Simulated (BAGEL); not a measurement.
**UHF/STO-3G (density fitting with qzvpp-jkfit) run of Si2H5SO (SMILES O[SiH2]S[SiH2])**

Aim: the energy change on altering one bond length of Si2H5SO at UHF/STO-3G (density fitting with qzvpp-jkfit), from 2 runs. 

The results are computed with BAGEL 1.2.2.

1 further run of the same task is left out (set aside as unsound or not needed). Runs told in other sessions of the task aren't counted.

## (1) The structure to begin with

Si2H5SO: 9 atoms, total charge 0, spin state doublet. SMILES: `O[SiH2]S[SiH2]`. The shape is that of a PBE0-D4/def2-TZVP optimisation. This is one conformer, not always the lowest.

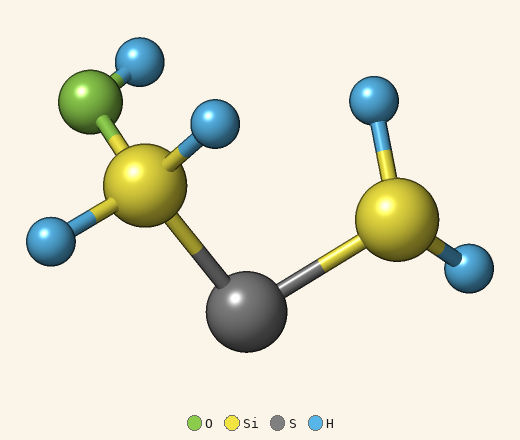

The structure, seen from a chosen angle (oxygen green, silicon yellow, sulfur grey, hydrogen blue).

## (2) The energy at UHF/STO-3G (density fitting with qzvpp-jkfit)

Input file calc.json:

```json
{ "bagel": [

{
  "title": "molecule",
  "basis": "sto-3g",
  "df_basis": "qzvpp-jkfit",
  "angstrom": true,
  "geometry": [
    { "atom": "O", "xyz": [      -0.385500,       1.720800,      -1.014500 ] },
    { "atom": "Si", "xyz": [      -1.120700,       0.633400,      -0.034100 ] },
    { "atom": "S", "xyz": [      -0.625100,      -1.394800,      -0.517500 ] },
    { "atom": "Si", "xyz": [       1.124200,      -1.529200,       0.689200 ] },
    { "atom": "H", "xyz": [       0.572500,       1.717100,      -1.051200 ] },
    { "atom": "H", "xyz": [      -0.753500,       0.852100,       1.388900 ] },
    { "atom": "H", "xyz": [      -2.569300,       0.796000,      -0.266700 ] },
    { "atom": "H", "xyz": [       1.867700,      -0.232000,       0.666700 ] },
    { "atom": "H", "xyz": [       1.978000,      -2.609700,       0.122200 ] }
  ]
},

{ "title": "uhf", "nopen": 1 },

{ "title": "print", "file": "orbitals.molden", "orbitals": true }

]}
```

Command:

```sh
$ BAGEL_NUM_THREADS=1 BAGEL calc.json > calc.out
```

The program printed:

```text
* using 1 threads per process

  ===============================================================
  ===============================================================

  *** Geometry ***

  { "atom" : "O", "xyz" : [     -0.728489,      3.251841,     -1.917127 ] },
  { "atom" : "Si", "xyz" : [     -2.117816,      1.196953,     -0.064440 ] },
  { "atom" : "S", "xyz" : [     -1.181268,     -2.635790,     -0.977933 ] },
  { "atom" : "Si", "xyz" : [      2.124430,     -2.889769,      1.302399 ] },
  { "atom" : "H", "xyz" : [      1.081868,      3.244849,     -1.986480 ] },
  { "atom" : "H", "xyz" : [     -1.423909,      1.610236,      2.624641 ] },
  { "atom" : "H", "xyz" : [     -4.855273,      1.504222,     -0.503990 ] },
  { "atom" : "H", "xyz" : [      3.529441,     -0.438416,      1.259880 ] },
  { "atom" : "H", "xyz" : [      3.737878,     -4.931618,      0.230925 ] },

  Number of auxiliary basis functions:      551

  Since a DF basis is specified, we compute 2- and 3-index integrals:
    o Being stored without compression. Storage requirement is 0.006 GB

  Number of basis functions:       37
  Number of electrons      :       57

    * METHOD: MOLECULE                             0.26

  *** Open-shell HF ***

  === Nuclear Repulsion ===
   274.4954556963

      * DIIS with orbital gradients will be used.

  === UHF iteration (sto-3g) ===
      0      -1041.04288954          0.02441054           0.10
      1      -1041.12580783          0.00591821           0.09
      2      -1041.13236549          0.00178796           0.09
      3      -1041.13324488          0.00068476           0.09
      4      -1041.13364172          0.00017728           0.09
      5      -1041.13371939          0.00004169           0.09
      6      -1041.13372959          0.00001726           0.09
      7      -1041.13373207          0.00001023           0.09
      8      -1041.13373318          0.00000371           0.09
      9      -1041.13373328          0.00000059           0.09
     10      -1041.13373329          0.00000019           0.09
     11      -1041.13373329          0.00000011           0.09
     12      -1041.13373329          0.00000003           0.09
     13      -1041.13373329          0.00000001           0.10
    * SCF iteration converged.

    * S^2 (UHF) is 0.7528

    * Permanent dipole moment:
           (   -0.438791,    -0.003679,    -0.711683) a.u.

    * METHOD: UHF                                  1.43

    * METHOD: PRINT                                0.00

  ===============================================================
```

Run time: 1.9 s. Hardware: 1 thread of Arm Neoverse V2, shared host; peak memory 0.082 GiB.

## (3) The distorted shape at the same level

Input file input.json:

```json
{ "bagel": [

{
  "title": "molecule",
  "basis": "sto-3g",
  "df_basis": "qzvpp-jkfit",
  "angstrom": true,
  "geometry": [
    { "atom": "O", "xyz": [   -0.164956,    2.046996,   -1.308599 ] },
    { "atom": "Si", "xyz": [   -1.120700,    0.633400,   -0.034100 ] },
    { "atom": "S", "xyz": [   -0.625100,   -1.394800,   -0.517500 ] },
    { "atom": "Si", "xyz": [    1.124200,   -1.529200,    0.689200 ] },
    { "atom": "H", "xyz": [    0.793044,    2.043296,   -1.345299 ] },
    { "atom": "H", "xyz": [   -0.753500,    0.852100,    1.388900 ] },
    { "atom": "H", "xyz": [   -2.569300,    0.796000,   -0.266700 ] },
    { "atom": "H", "xyz": [    1.867700,   -0.232000,    0.666700 ] },
    { "atom": "H", "xyz": [    1.978000,   -2.609700,    0.122200 ] }
  ]
},
{ "title": "uhf", "nopen": 1 },
{ "title": "print", "file": "orbitals.molden", "orbitals": true }

]}
```

Command:

```sh
$ BAGEL_NUM_THREADS=1 BAGEL input.json > input.out
```

The program printed:

```text
* using 1 threads per process

  ===============================================================
  ===============================================================

  *** Geometry ***

  { "atom" : "O", "xyz" : [     -0.311722,      3.868262,     -2.472894 ] },
  { "atom" : "Si", "xyz" : [     -2.117816,      1.196953,     -0.064440 ] },
  { "atom" : "S", "xyz" : [     -1.181268,     -2.635790,     -0.977933 ] },
  { "atom" : "Si", "xyz" : [      2.124430,     -2.889769,      1.302399 ] },
  { "atom" : "H", "xyz" : [      1.498636,      3.861270,     -2.542247 ] },
  { "atom" : "H", "xyz" : [     -1.423909,      1.610236,      2.624641 ] },
  { "atom" : "H", "xyz" : [     -4.855273,      1.504222,     -0.503990 ] },
  { "atom" : "H", "xyz" : [      3.529441,     -0.438416,      1.259880 ] },
  { "atom" : "H", "xyz" : [      3.737878,     -4.931618,      0.230925 ] },

  Number of auxiliary basis functions:      551

  Since a DF basis is specified, we compute 2- and 3-index integrals:
    o Being stored without compression. Storage requirement is 0.006 GB

  Number of basis functions:       37
  Number of electrons      :       57

    * METHOD: MOLECULE                             0.24

  *** Open-shell HF ***

  === Nuclear Repulsion ===
   260.9303200913

      * DIIS with orbital gradients will be used.

  === UHF iteration (sto-3g) ===
      0      -1040.88384326          0.03364376           0.09
      1      -1041.02640120          0.01373877           0.09
      2      -1041.04583446          0.00472321           0.09
      3      -1041.04868653          0.00082053           0.09
      4      -1041.04913180          0.00021180           0.09
      5      -1041.04920919          0.00008709           0.09
      6      -1041.04923509          0.00002458           0.09
      7      -1041.04923942          0.00001278           0.09
      8      -1041.04924134          0.00000580           0.09
      9      -1041.04924204          0.00000151           0.09
     10      -1041.04924237          0.00000065           0.09
     11      -1041.04924267          0.00000061           0.09
     12      -1041.04924290          0.00000063           0.09
     13      -1041.04924206          0.00000054           0.09
     14      -1041.04924094          0.00000038           0.09
     15      -1041.04924063          0.00000020           0.09
     16      -1041.04924057          0.00000014           0.09
     17      -1041.04924056          0.00000007           0.09
     18      -1041.04924056          0.00000003           0.09
     19      -1041.04924056          0.00000001           0.09
    * SCF iteration converged.

    * S^2 (UHF) is 0.7527

    * Permanent dipole moment:
           (   -0.332730,     0.281285,    -0.899181) a.u.

    * METHOD: UHF                                  1.95

    * METHOD: PRINT                                0.00

  ===============================================================
```

Run time: 2.4 s. Hardware: 1 thread of Arm Neoverse V2, shared host; peak memory 0.082 GiB.

## (4) Outcome

Level: UHF/STO-3G (density fitting with qzvpp-jkfit).

| quantity | value |
| --- | --- |
| first shape: total energy | -1041.13373 Eh |
| first shape: dipole moment | 2.13 D |
| first shape: ⟨S²⟩ | 0.753 |
| distorted shape: total energy | -1041.04924 Eh |
| distorted shape: dipole moment | 2.54 D |
| distorted shape: ⟨S²⟩ | 0.753 |
| energy change with the O1–Si2 bond stretched from 1.638 to 2.130 Å | 2.299 eV |

What this shows: With the O1–Si2 bond stretched from 1.638 to 2.130 Å the energy rises by 2.30 eV (222 kJ/mol). The first shape isn't relaxed at this level, so the change isn't measured from a minimum. The minimal basis adds a large error of its own.
